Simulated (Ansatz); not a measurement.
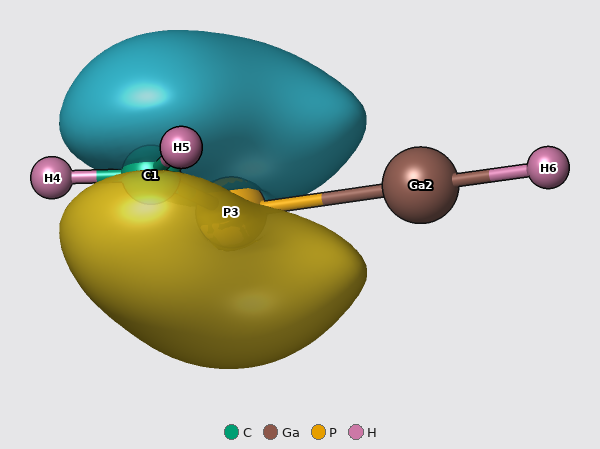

Figure 1: CH₃GaP (charge +1). The HOMO−1 at ±0.1 Å⁻³ᐟ² (yellow and cyan are the two phases), seen from one side.

Geometry: B3LYP-D3(BJ)/def2-SVP.

Method: Ansatz, isolated molecule in a Gaussian basis; Kohn-Sham density functional theory, functional PBE0.

```json
{"atom": "C", "x (Å)": "-0.7543", "y (Å)": "1.7280", "z (Å)": "1.2227"}
{"atom": "Ga", "x (Å)": "1.9044", "y (Å)": "0.3505", "z (Å)": "1.1130"}
{"atom": "P", "x (Å)": "-0.3406", "y (Å)": "0.2609", "z (Å)": "0.4978"}
{"atom": "H", "x (Å)": "-1.8087", "y (Å)": "2.0263", "z (Å)": "1.1262"}
{"atom": "H", "x (Å)": "-0.1455", "y (Å)": "2.4464", "z (Å)": "1.7816"}
{"atom": "H", "x (Å)": "3.4111", "y (Å)": "0.3920", "z (Å)": "1.5149"}
```

### Where does this orbital lie, and at what energy?

It lies mainly on P3 (about 50 %), C1 (about 35 %) and Ga2 (about 10 %); it changes sign across the molecular plane (π type); π-bonding across C1–P3. Its energy is −13.26 eV.
